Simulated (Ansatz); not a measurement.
BN$_{2}$H$_{6}$F: several calculations on one system

**1. Relaxation**

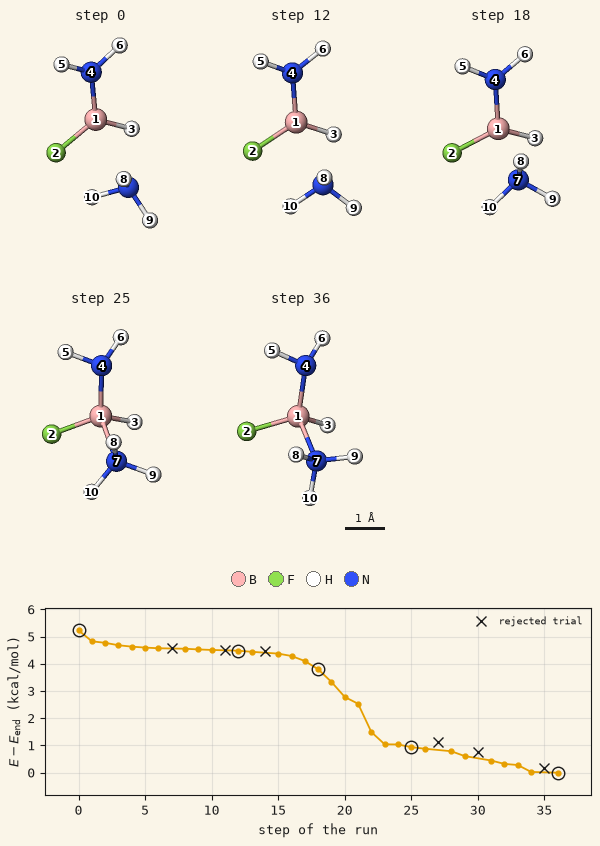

Frames of a relaxation of BN2H6F, marked on the history of the run. The picture is a ball-and-stick view, seen from a free direction.

The run prepares an end point of a later path (reaction) calculation, from a guessed geometry.

These are results of RKS r2SCANh-D4/def2-SVP in Ansatz, not measurements.

Input file:
```yaml
crystal:
  periodic: [false, false, false]
  atoms:
    - { symbol: B, position_ang: [-0.092693, -0.292714, -0.168179] }
    - { symbol: F, position_ang: [-0.13148, -0.564457, 1.1402] }
    - { symbol: H, position_ang: [0.97136, -0.111425, -0.7026] }
    - { symbol: "N", position_ang: [-1.280173, -0.381311, -0.898678] }
    - { symbol: H, position_ang: [-2.179655, -0.515022, -0.456647] }
    - { symbol: H, position_ang: [-1.324979, -0.187499, -1.887317] }
    - { symbol: "N", position_ang: [-0.168936, 2.226609, 0.930448] }
    - { symbol: H, position_ang: [-1.045834, 2.737312, 1.010501] }
    - { symbol: H, position_ang: [0.564591, 2.8767, 1.207711] }
    - { symbol: H, position_ang: [-0.194902, 1.494406, 1.662562] }
basis:
  gaussian: { orbitals: def2-SVP }
hamiltonian:
  xc: r2scanh
  dispersion: d4
relax:
  f_tol: 0.03
  max_steps: 50
```

Run as
```bash
ansatz run input.yaml --threads 2 --pin off --max-ram 3072MiB --backend cpu --events-out ev --progress --plain --runs-dir out
```

What happens along the run?

The atom that moves furthest after the best rigid fit is H9 (1.22 Å). Largest moves by element: H 1.22 Å, N 0.62 Å, B 0.57 Å, F 0.31 Å. Among the contacts that change: B1–N7 2.750 → 1.701 Å, B1–N4 1.397 → 1.479 Å, B1–F2 1.337 → 1.401 Å, B1–H3 1.204 → 1.230 Å. New bonds form, among them: B1–N7 (2.75 → 1.70 Å). Bond angles that change, for instance: B1–N4–H5 122.4° → 112.9°, B1–N4–H6 122.6° → 114.2°, H5–N4–H6 114.5° → 107.6°. The energy falls by 5.23 kcal/mol in 30 accepted moves (36 points after the start). Largest force component: 0.62 eV/Å at the start, 0.014 eV/Å at the end. The line search rejected the trial steps at points 7, 11, 14, 27, 30, 35 of the run. The run took 96 s on 2 threads of Arm Neoverse V1, with other jobs on the host, peak memory 0.18 GiB. From step 0 to 12: H9 moves most (0.42 Å), energy −0.75 kcal/mol. From step 12 to 18: H8 moves most (0.51 Å), energy −0.68 kcal/mol. From step 18 to 25: N4 moves most (0.31 Å), energy −2.86 kcal/mol. From step 25 to 36: H atoms move most (0.56 Å), energy −0.94 kcal/mol.

```
step  E − E(0), kcal/mol  largest force component, eV/Å      note
   0                0.00                         0.6184          
   1               -0.40                         0.3022          
   2               -0.46                         0.1562          
   3               -0.55                         0.1533          
   4               -0.60                         0.1206          
   5               -0.63                         0.1745          
   6               -0.66                         0.1521          
   7               -0.65                         0.1723  rejected
   8               -0.68                         0.1637          
   9               -0.70                         0.0503          
  10               -0.72                         0.0516          
  11               -0.71                         0.2722  rejected
  13               -0.79                         0.1740          
  14               -0.77                         0.3815  rejected
  15               -0.85                         0.1183          
  17               -1.13                         0.1120          
  18               -1.43                         0.3961          
  20               -2.45                         0.8436          
  21               -2.70                         0.8580          
  22               -3.74                         0.4965          
  24               -4.19                         0.2818          
  25               -4.29                         0.0899          
  26               -4.35                         0.2014          
  28               -4.44                         0.0620          
  29               -4.62                         0.1362          
  31               -4.78                         0.0820          
  32               -4.91                         0.1564          
  33               -4.95                         0.4384          
  35               -5.06                         0.4072  rejected
  36               -5.23                         0.0137
```

**2. Relaxation**

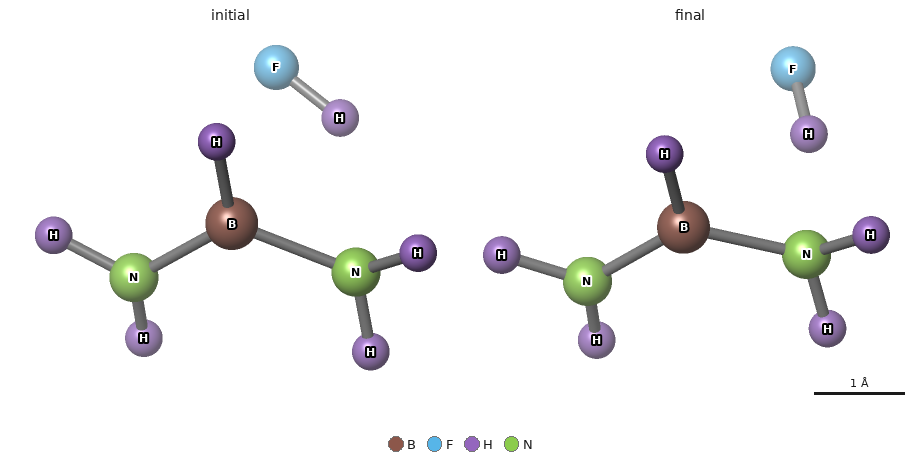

The structure of BN2H6F before (left) and after (right) a relaxation, at one scale.

The picture is a ball-and-stick view, seen at a tilt.

The run prepares an end point of a later path (reaction) calculation, from a guessed geometry.

Method: Ansatz, RKS r2SCANh-D4/def2-SVP. Settings: no spin polarisation; force threshold 0.03 eV/Å; at most 50 steps.

> What changed between the two?

The F atom moves most after the best rigid fit: 0.66 Å. Largest moves by element: F 0.66 Å, H 0.34 Å, N 0.25 Å, B 0.11 Å. Some distances before and after: B–N 1.492 → 1.440 Å, F–H 0.925 → 0.947 Å, B–N 1.404 → 1.399 Å. The energy falls by 7.05 kcal/mol in 8 geometry steps. Largest force component: 1.9 eV/Å at the start, 0.0074 eV/Å at the end.

Limits of the set-up: the start holds two separate molecules, 2.2 Å apart at their closest, whose relative position is a soft coordinate.

**3. Path**

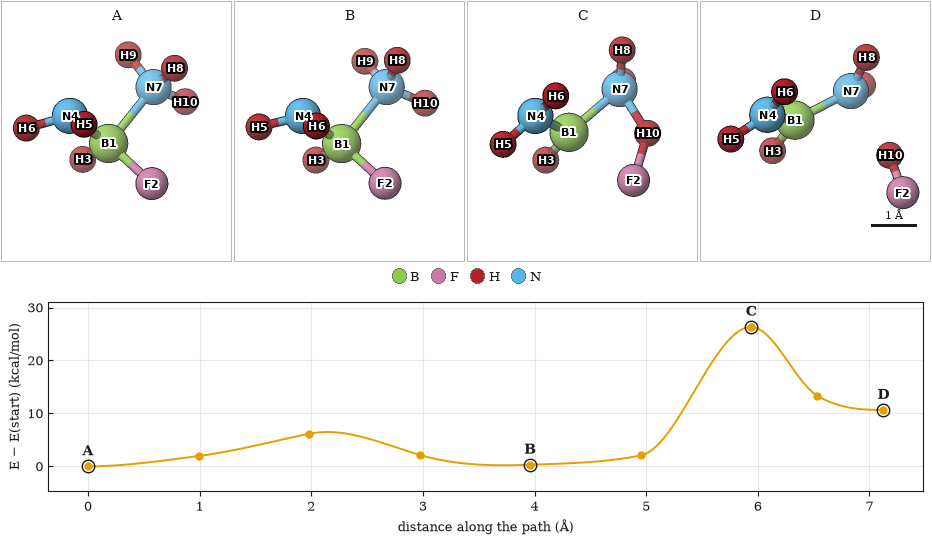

NEB run on BN₂H₆F. Images are numbered from 0 (start) to 8 (end). Frames A to D are images 0, 4, 6, 8. A ball-and-stick model, seen from a free direction.

Computed with Ansatz, RKS r2SCANh-D4/def2-SVP. Set-up: 7 movable images; climbing image; force threshold 0.05 eV/Å; iteration limit 60; starting path through a guess of the saddle point.

### Read off the barrier and say what moves.

The energy climbs by 26.4 kcal/mol to image 6 and then falls by 15.7 kcal/mol, so the end point sits at +10.6 kcal/mol. The profile has 2 maxima (images 2, 6) with a dip at image 4 (+0.3 kcal/mol), so the process runs in steps. The path has more than one stage, and so few images may leave a stage unresolved. Breaking: B1–F2 (1.40 → 1.85 at the top → 2.96 Å), N7–H10 (1.02 → 1.24 at the top → 1.75 Å). Forming: F2–H10 (2.59 → 1.18 at the top → 0.95 Å). The band converged in 37 iterations. The largest component of the band force went from 20 to 0.031 eV/Å. The climbing image converged on the top of the path. Its vibrational analysis gives one imaginary mode (893i cm⁻¹), as a transition state must have.
